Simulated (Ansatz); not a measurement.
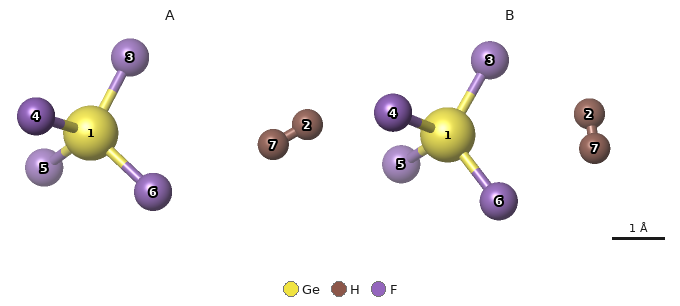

Two geometries of GeH$_{2}$F$_{4}$, drawn at one scale. One is the start of a relaxation, the other its converged end. The picture is a ball-and-stick view, seen at a tilt.

Theory: Ansatz 0.2.0, RKS PBE/def2-SVP. (no spin polarisation; force threshold 0.03 eV/Å; at most 50 steps)

### Which of the two is the end point?

Structure A is the relaxed one. The run prepares an end point of a later path (reaction) calculation, from a guessed geometry. H2 moves most after the best rigid fit: 1.15 Å. Largest moves by element: H 1.15 Å, F 0.39 Å, Ge 0.33 Å. Near-neighbour distances that change, for instance: H2–H7 0.721 → 0.769 Å, Ge1–F6 1.702 → 1.724 Å, Ge1–F3 1.724 → 1.719 Å. Bond angles that change, for instance: F3–Ge1–F6 116.5° → 109.5°, F3–Ge1–F4 107.2° → 109.6°. Over 19 accepted moves (22 points after the start) the energy falls by 4.92 kcal/mol. Largest force component: 1.8 eV/Å at the start, 0.0064 eV/Å at the end. The line search rejected the trial steps at points 15, 17, 18 of the run. The forces were under the threshold at step 7, but the run went on from there.
